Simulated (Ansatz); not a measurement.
# ClH₃OSi₂: from a rough start to a minimum

Aim: relax ClH₃OSi₂ from a cheap starting geometry, then compute its harmonic vibrations to see whether it is a minimum and to get the zero-point energy and entropy, and look at its orbitals and charge.

Method: RKS PBE0-D4/def2-TZVP; program: Ansatz 0.2.0, Gaussian basis.

The runs, in order: relaxation at PBE-D4/def2-SVP; relaxation at PBE0-D4/def2-TZVP; harmonic vibrations at the same level; a single point in def2-TZVPP for the fields.

## 1. The starting structure

SMILES `Cl[SiH]1O[SiH2]1`, 7 atoms, charge 0, spin multiplicity 1.

Atoms are counted from 1 here; the program's logs count them from 0.

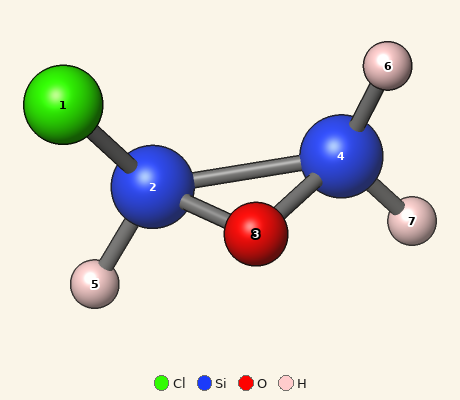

Start geometry, drawn with chlorine green, silicon blue, oxygen red, hydrogen pink; atoms are numbered from 1 in the order of the file.

As a file:

```xyz
7
ClH3OSi2
Cl   -2.52320   -0.70430   -0.26670
Si   -0.80880    0.23680   -0.72990
O     0.32120   -0.83510   -0.33840
Si    0.90260    0.23520    0.81320
H    -0.63920    0.56900   -2.18630
H     0.60450   -0.33210    2.17020
H     2.20420    0.76240    0.49220
```

The start is a force-field geometry with small random shifts, so a cheaper pass at PBE-D4/def2-SVP comes first.

## 2. Optimising with PBE-D4/def2-SVP (cheap first pass)

Input file in.yaml:

```yaml
crystal:
  periodic: [false, false, false]
  atoms:
    - {symbol: Cl, position_ang: [-2.523200, -0.704300, -0.266700]}
    - {symbol: Si, position_ang: [-0.808800, 0.236800, -0.729900]}
    - {symbol: O, position_ang: [0.321200, -0.835100, -0.338400]}
    - {symbol: Si, position_ang: [0.902600, 0.235200, 0.813200]}
    - {symbol: H, position_ang: [-0.639200, 0.569000, -2.186300]}
    - {symbol: H, position_ang: [0.604500, -0.332100, 2.170200]}
    - {symbol: H, position_ang: [2.204200, 0.762400, 0.492200]}
basis:
  gaussian: {orbitals: def2-SVP}
hamiltonian: {xc: pbe, dispersion: d4}
relax: {f_tol: 0.03, max_steps: 200}
```

Run with:

```console
ansatz run in.yaml --threads 2 --pin off --events-out ev --progress --plain --max-ram 4352MiB
```

Log (excerpt; [...] marks lines left out):

```text
Functional definition: PBE
  name "PBE"
  cite "Perdew, Burke & Ernzerhof, Phys. Rev. Lett. 77, 3865 (1996) doi:10.1103/PhysRevLett.77.3865"
  parent pbe
[...]
904 factors; their error is unknown
[...]
mean field -30348.75165157 eV, -1115.2960520726 hartree, gradient 2.2e-5 eV, S^2 0.000000; 0 other end points of the search recorded, 0 dependent functions left out
[...]
reference -30348.75168327 eV, -1115.2960532374 hartree; 28, 28 occupied and 55, 55 virtual orbitals, 904 factors
relax step   1: F+E_penalty+E_count = -30348.93880081 eV  Δ(F+E_penalty+E_count) = +0.000e0 eV  max|allowed force component| = 3.570e0 eV/Å  Δτ_max = 0.0000 Å  (27 SCF iters, accepted)
[...]
relax step   5: F+E_penalty+E_count = -30349.56274879 eV  Δ(F+E_penalty+E_count) = -5.698e-3 eV  max|allowed force component| = 6.077e-2 eV/Å  Δτ_max = 0.0201 Å  (29 SCF iters, accepted)
[...]
relax step   6: F+E_penalty+E_count = -30349.56319369 eV  Δ(F+E_penalty+E_count) = -4.449e-4 eV  max|allowed force component| = 2.028e-2 eV/Å  Δτ_max = 0.0081 Å  (28 SCF iters, accepted)
904 factors; their error is unknown
[...]
mean field -30349.38087215 eV, -1115.3191755023 hartree, gradient 9.3e-6 eV, S^2 0.000000; 1 other end points of the search recorded, 0 dependent functions left out
[...]
reference -30349.38090439 eV, -1115.3191766870 hartree; 28, 28 occupied and 55, 55 virtual orbitals, 904 factors
Total energy: -30349.56322593 eV, -1115.3258768801 hartree
Atom 0 at    -2.661166    -0.578511    -0.320435 Å, force    -0.009707    -0.005131     0.001007 eV/Å
Atom 1 at    -0.751576     0.108971    -0.741549 Å, force    -0.015698     0.006347    -0.009373 eV/Å
Atom 2 at     0.499795    -1.023023    -0.418007 Å, force     0.004074     0.001242     0.003479 eV/Å
Atom 3 at     0.859546     0.205652     0.782816 Å, force     0.009603    -0.020284    -0.001334 eV/Å
Atom 4 at    -0.762819     0.629499    -2.144628 Å, force     0.008981     0.003669     0.002045 eV/Å
Atom 5 at     0.673793    -0.260183     2.197502 Å, force    -0.000683     0.006543     0.007022 eV/Å
Atom 6 at     2.203726     0.849494     0.598600 Å, force     0.003431     0.007613    -0.002845 eV/Å
Dipole moment:     0.133611     0.318724     0.076545 e Å
```

Wall time 9.5 s (2 threads of Arm Neoverse V1, shared host).

The steps of the relaxation:

| step | energy from step 1 (eV) | largest force component (eV/Å) |
| --- | --- | --- |
| 1 | 0.0000 | 3.5704 |
| 2 | -0.4842 | 2.0496 |
| 3 | -0.5743 | 0.4783 |
| 4 | -0.6182 | 0.2358 |
| 5 | -0.6239 | 0.0608 |
| 6 | -0.6244 | 0.0203 |

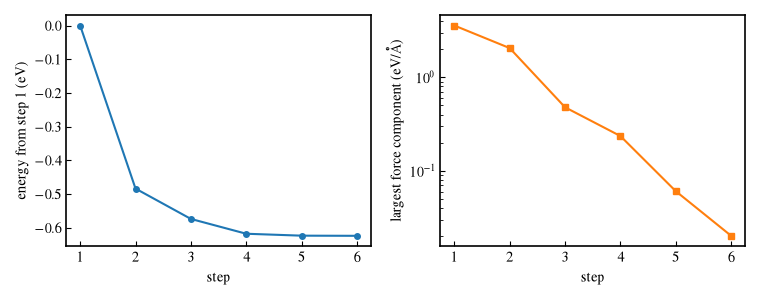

Energy and largest force along the relaxation.

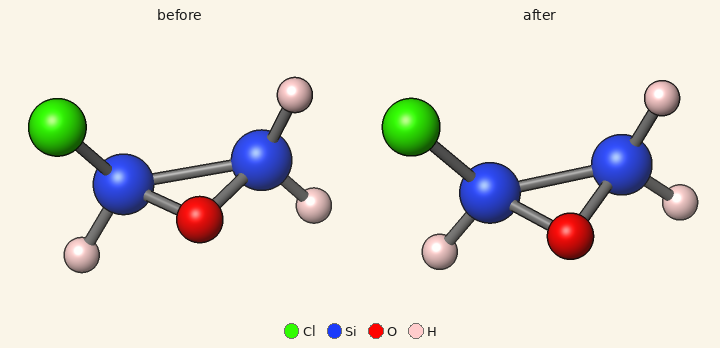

Before and after, at one scale.

Distances of close pairs at the start and the end, largest changes first:

| bond | before (Å) | after (Å) | change (Å) |
| --- | --- | --- | --- |
| Si2–O3 | 1.606 | 1.718 | +0.112 |
| Si2–Si4 | 2.304 | 2.220 | -0.084 |
| O3–Si4 | 1.676 | 1.755 | +0.079 |
| Cl1–Si2 | 2.010 | 2.073 | +0.063 |
| Si4–H7 | 1.441 | 1.502 | +0.061 |
| Si2–H5 | 1.503 | 1.497 | -0.007 |
| Si4–H6 | 1.501 | 1.501 | +0.000 |

## 3. Geometry optimisation, PBE0-D4/def2-TZVP

Input file in.yaml:

```yaml
crystal:
  periodic: [false, false, false]
  atoms:
    - {symbol: Cl, position_ang: [-2.661166, -0.578511, -0.320435]}
    - {symbol: Si, position_ang: [-0.751576, 0.108971, -0.741549]}
    - {symbol: O, position_ang: [0.499795, -1.023023, -0.418007]}
    - {symbol: Si, position_ang: [0.859546, 0.205652, 0.782816]}
    - {symbol: H, position_ang: [-0.762819, 0.629499, -2.144628]}
    - {symbol: H, position_ang: [0.673793, -0.260183, 2.197502]}
    - {symbol: H, position_ang: [2.203726, 0.849494, 0.598600]}
basis:
  gaussian: {orbitals: def2-TZVP}
hamiltonian: {xc: pbe0, dispersion: d4}
relax: {f_tol: 0.005, max_steps: 150}
```

Launched as before.

Log (excerpt; [...] marks lines left out):

```text
Functional definition: PBE0
  name "PBE0"
  cite "Adamo & Barone, J. Chem. Phys. 110, 6158 (1999) doi:10.1063/1.478522"
  cite "Perdew, Burke & Ernzerhof, Phys. Rev. Lett. 77, 3865 (1996) doi:10.1103/PhysRevLett.77.3865"
  parent pbe
[...]
1087 factors; their error is unknown
[...]
mean field -30364.54118616 eV, -1115.8763067663 hartree, gradient 5.7e-5 eV, S^2 0.000000; 0 other end points of the search recorded, 0 dependent functions left out
[...]
reference -30364.54121874 eV, -1115.8763079633 hartree; 28, 28 occupied and 132, 132 virtual orbitals, 1087 factors
relax step   1: F+E_penalty+E_count = -30364.69612919 eV  Δ(F+E_penalty+E_count) = +0.000e0 eV  max|allowed force component| = 1.375e0 eV/Å  Δτ_max = 0.0000 Å  (26 SCF iters, accepted)
[...]
reference -30364.61494558 eV, -1115.8790173747 hartree; 28, 28 occupied and 132, 132 virtual orbitals, 1087 factors
Total energy: -30364.77115050 eV, -1115.8847577998 hartree
Atom 0 at    -2.627520    -0.578238    -0.336689 Å, force     0.000662    -0.000268    -0.001323 eV/Å
Atom 1 at    -0.744161     0.106826    -0.725265 Å, force    -0.002857     0.002370     0.002367 eV/Å
Atom 2 at     0.477747    -0.991129    -0.394919 Å, force     0.001827     0.000150     0.000524 eV/Å
Atom 3 at     0.849084     0.196997     0.770367 Å, force    -0.001528    -0.003272    -0.000967 eV/Å
Atom 4 at    -0.748024     0.620427    -2.110615 Å, force     0.001102    -0.000341    -0.000140 eV/Å
Atom 5 at     0.679476    -0.257419     2.170977 Å, force     0.000950     0.001297     0.000434 eV/Å
Atom 6 at     2.174697     0.834434     0.580443 Å, force    -0.000156     0.000063    -0.000895 eV/Å
Dipole moment:     0.153438     0.297093     0.078965 e Å
```

It took 25 s on 2 threads of Arm Neoverse V1, shared host.

Step by step:

| step | energy from step 1 (eV) | largest force component (eV/Å) |
| --- | --- | --- |
| 1 | 0.0000 | 1.3750 |
| 2 | -0.0552 | 0.8951 |
| 3 | -0.0741 | 0.0651 |
| 4 | -0.0749 | 0.0366 |
| 5 | -0.0750 | 0.0089 |
| 6 | -0.0750 | 0.0033 |

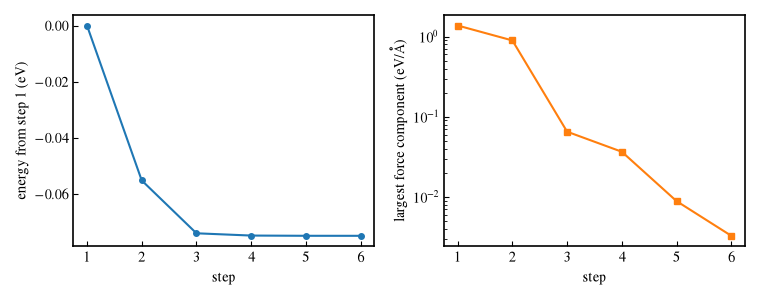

Energy and force, step by step.

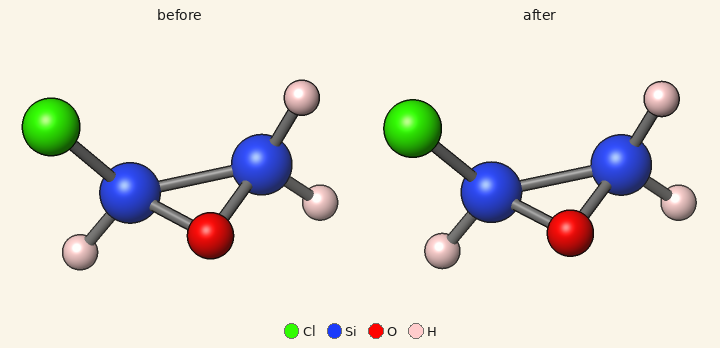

Before and after, at one scale.

Close pairs (by a distance rule), those that changed most:

| bond | before (Å) | after (Å) | change (Å) |
| --- | --- | --- | --- |
| O3–Si4 | 1.755 | 1.705 | -0.050 |
| Si2–O3 | 1.718 | 1.676 | -0.043 |
| Si2–Si4 | 2.220 | 2.187 | -0.033 |
| Cl1–Si2 | 2.073 | 2.041 | -0.031 |
| Si2–H5 | 1.497 | 1.477 | -0.019 |
| Si4–H6 | 1.501 | 1.482 | -0.019 |
| Si4–H7 | 1.502 | 1.483 | -0.019 |

Mulliken charges at the end point, from the run's report:

| atom | value (e) |
| --- | --- |
| Cl1 | -0.21 |
| Si2 | 0.40 |
| O3 | -0.41 |
| Si4 | 0.21 |
| H5 | 0.00 |
| H6 | 0.00 |
| H7 | -0.01 |

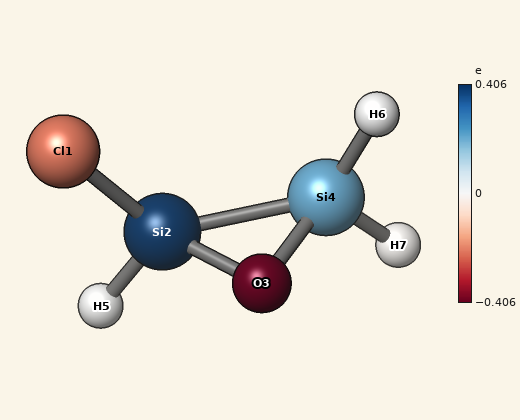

Mulliken charges at the end point, from the run's report, as colours on the atoms.

## 4. Force constants and modes

Input file in.yaml:

```yaml
crystal:
  periodic: [false, false, false]
  atoms:
    - {symbol: Cl, position_ang: [-2.627520, -0.578238, -0.336689]}
    - {symbol: Si, position_ang: [-0.744161, 0.106826, -0.725265]}
    - {symbol: O, position_ang: [0.477747, -0.991129, -0.394919]}
    - {symbol: Si, position_ang: [0.849084, 0.196997, 0.770367]}
    - {symbol: H, position_ang: [-0.748024, 0.620427, -2.110615]}
    - {symbol: H, position_ang: [0.679476, -0.257419, 2.170977]}
    - {symbol: H, position_ang: [2.174697, 0.834434, 0.580443]}
basis:
  gaussian: {orbitals: def2-TZVP}
hamiltonian: {xc: pbe0, dispersion: d4}
phonons: {temperatures: {t_min: 298.15, t_max: 900, t_step: 200}}
```

Same command.

Log (excerpt; [...] marks lines left out):

```text
Functional definition: PBE0
  name "PBE0"
  cite "Adamo & Barone, J. Chem. Phys. 110, 6158 (1999) doi:10.1063/1.478522"
  cite "Perdew, Burke & Ernzerhof, Phys. Rev. Lett. 77, 3865 (1996) doi:10.1103/PhysRevLett.77.3865"
  parent pbe
[...]
1087 factors; their error is unknown
[...]
mean field -30364.61491492 eV, -1115.8790162482 hartree, gradient 7.7e-5 eV, S^2 0.000000; 0 other end points of the search recorded, 0 dependent functions left out
[...]
reference -30364.61494721 eV, -1115.8790174347 hartree; 28, 28 occupied and 132, 132 virtual orbitals, 1087 factors
[...]
1087 factors; their error is unknown
mean field -30364.61482143 eV, -1115.8790128125 hartree, gradient 2.7e-6 eV, S^2 0.000000; 0 other end points of the search recorded, 0 dependent functions left out
[...]
reference -30364.61485371 eV, -1115.8790139987 hartree; 28, 28 occupied and 132, 132 virtual orbitals, 1087 factors
[...]
Total energy: -30364.77115213 eV, -1115.8847578596 hartree
Atom 0 at    -2.627520    -0.578238    -0.336689 Å, force     0.000638    -0.000284    -0.001325 eV/Å
Atom 1 at    -0.744161     0.106826    -0.725265 Å, force    -0.002860     0.002413     0.002351 eV/Å
Atom 2 at     0.477747    -0.991129    -0.394919 Å, force     0.001869     0.000181     0.000613 eV/Å
Atom 3 at     0.849084     0.196997     0.770367 Å, force    -0.001538    -0.003318    -0.001033 eV/Å
Atom 4 at    -0.748024     0.620427    -2.110615 Å, force     0.001096    -0.000339    -0.000137 eV/Å
Atom 5 at     0.679476    -0.257419     2.170977 Å, force     0.000945     0.001285     0.000430 eV/Å
Atom 6 at     2.174697     0.834434     0.580443 Å, force    -0.000150     0.000061    -0.000899 eV/Å
Dipole moment:     0.153438     0.297092     0.078966 e Å
Vibrations: 145.75 219.98 418.67 494.08 531.52 590.56 645.46 749.91 767.80 818.50 914.69 970.36 2232.02 2249.33 2258.97 cm⁻¹, zero-point energy 0.868361 eV
```

Run time: 1.7 min. Hardware: 2 threads of Arm Neoverse V1, shared host.

Motions are named by where the mode's potential energy lies. The modes, unscaled (a negative number is an imaginary wavenumber):

| mode | cm⁻¹ | motion |
| --- | --- | --- |
| 1 | 146 | bend |
| 2 | 220 | bend |
| 3 | 419 | bend with Si–Cl stretch |
| 4 | 494 | bend |
| 5 | 532 | bend with Si–O stretch |
| 6 | 591 | Si–Cl stretch with bend |
| 7 | 645 | bend |
| 8 | 750 | bend |
| 9 | 768 | bend with Si–O stretch |
| 10 | 819 | bend |
| 11 | 915 | bend with Si–O stretch |
| 12 | 970 | bend |
| 13 | 2232 | Si–H stretch |
| 14 | 2249 | Si–H stretch |
| 15 | 2259 | Si–H stretch |

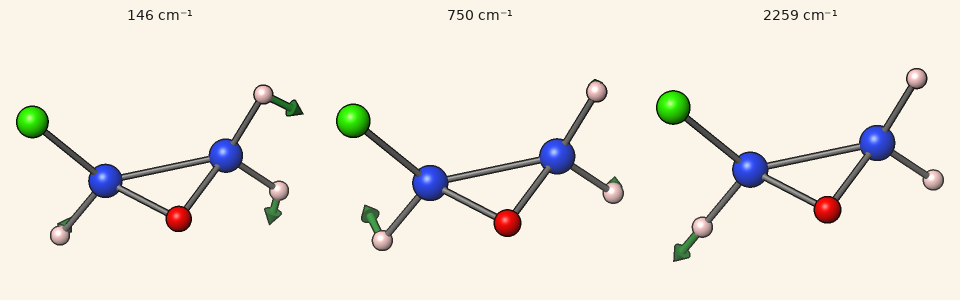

Displacements of 3 modes, as arrows.

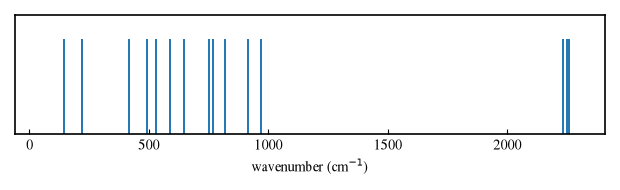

The harmonic wavenumbers as sticks (no intensities were computed).

Ideal gas, rigid rotor and harmonic oscillator at 298.15 K and 1 bar, with symmetry number 1:

| term | value |
| --- | --- |
| zero-point energy | 83.8 kJ/mol |
| H(298) − E | 100.4 kJ/mol |
| entropy, translation | 167.6 J/(mol K) |
| entropy, rotation | 111.5 J/(mol K) |
| entropy, vibration | 36.0 J/(mol K) |
| entropy, total | 315.0 J/(mol K) |

## 5. Fields at the relaxed geometry

Edit in.yaml of step 4 so:

```diff
@@ -11,4 +11,4 @@
 basis:
-  gaussian: {orbitals: def2-TZVP}
+  gaussian: {orbitals: def2-TZVPP}
 hamiltonian: {xc: pbe0, dispersion: d4}
-phonons: {temperatures: {t_min: 298.15, t_max: 900, t_step: 200}}
+output: {orbitals: {seedname: orbitals}}
```

The command is unchanged.

Log:

```text
Functional definition: PBE0
  name "PBE0"
  cite "Adamo & Barone, J. Chem. Phys. 110, 6158 (1999) doi:10.1063/1.478522"
  cite "Perdew, Burke & Ernzerhof, Phys. Rev. Lett. 77, 3865 (1996) doi:10.1103/PhysRevLett.77.3865"
  parent pbe
  parameter a = 0.25
  parameter kappa = 0.804
  parameter beta = 0.06672455060314922
  exchange = (1 - a)*pbe_x(kappa = kappa, mu = beta*pi^2/3) + a*exact_x
  correlation = pbe_c(beta = beta)
1235 factors; their error is unknown
mean field evaluation 1: about -30359.2180 eV, gradient 5.6e1 eV
mean field evaluation 2: about -30335.4153 eV, gradient 1.2e2 eV
mean field evaluation 4: about -30364.5450 eV, gradient 3.5e0 eV
mean field evaluation 8: about -30364.5666 eV, gradient 4.8e-2 eV
mean field evaluation 16: about -30364.6340 eV, gradient 3.1e-5 eV
mean field -30364.63400346 eV, -1115.8797177389 hartree, gradient 3.1e-5 eV, S^2 0.000000; 0 other end points of the search recorded, 0 dependent functions left out
reference -30364.63403541 eV, -1115.8797189133 hartree; 28, 28 occupied and 171, 171 virtual orbitals, 1235 factors
Total energy: -30364.79024033 eV, -1115.8854593382 hartree
```

Run time: 3.6 s. Hardware: 2 threads of Arm Neoverse V1, shared host; peak memory 0.45 GiB.

Orbitals, density, ELF and potential are computed afterwards from the orbital file.

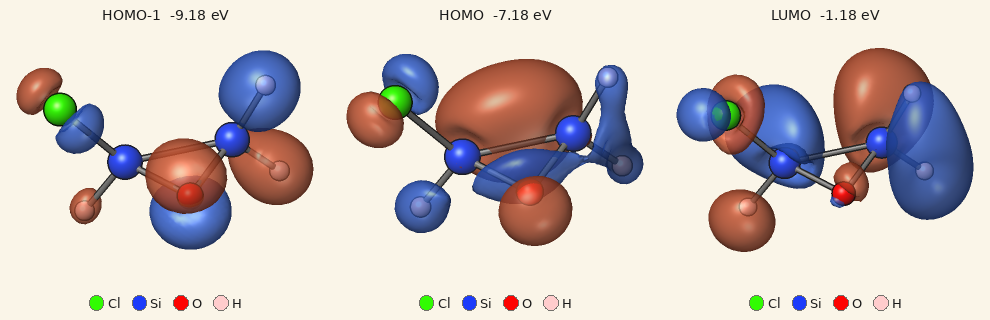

Frontier orbitals at PBE0-D4/def2-TZVPP; each surface holds 70 % of the orbital's density, blue and red mark the sign.

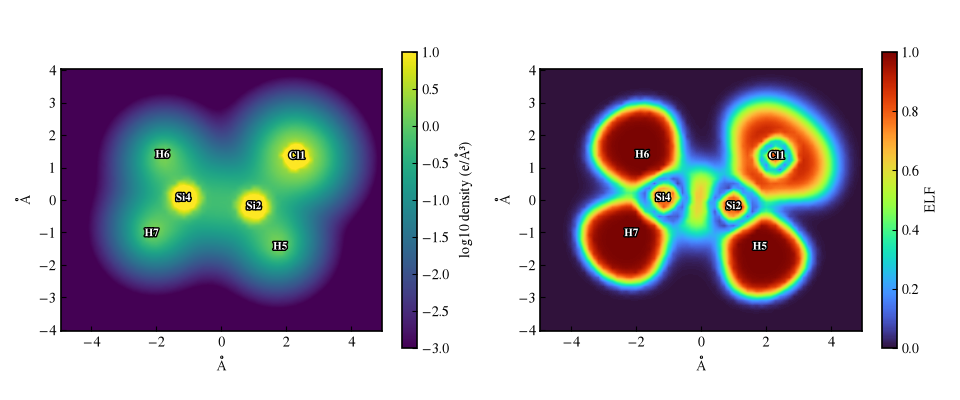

Density (left) and ELF (right) in a plane through or near 6 of the atoms.

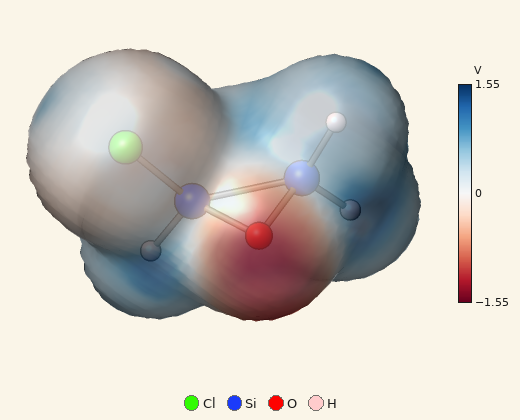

The potential that a unit positive charge feels on the 0.002 e/bohr³ surface, from the 1st to the 99th percentile, from -1.22 V near O3 to 1.55 V near Si4.

## 6. Results

```
                  quantity            value
               point group               C1
                     steps            6 + 6
shift from the start (rms)          0.149 Å
              total energy   -30364.7712 eV
           dispersion term         -156 meV
             dipole moment           1.65 D
lowest, highest wavenumber   146, 2259 cm⁻¹
         zero-point energy      83.8 kJ/mol
       entropy at 298.15 K  315.0 J/(mol K)
                HOMO, LUMO  -7.18, -1.18 eV
```

**Reading.** The relaxed geometry lies 0.15 Å (rms) from the start; the bond that changed most is Si2–Si4, from 2.304 to 2.187 Å. All wavenumbers are real, so the end point is a minimum. The stiffest mode, 2259 cm⁻¹, is an Si–H stretch. Harmonic hybrid wavenumbers usually lie a few per cent above measured fundamentals. The largest Mulliken charge, -0.41 e, sits on O3. The HOMO lies mostly on Si2, Si4 about 28 % each; O3 21 % and the LUMO on Si2, Si4 about 25 % each; H6, H7 about 14 % each.
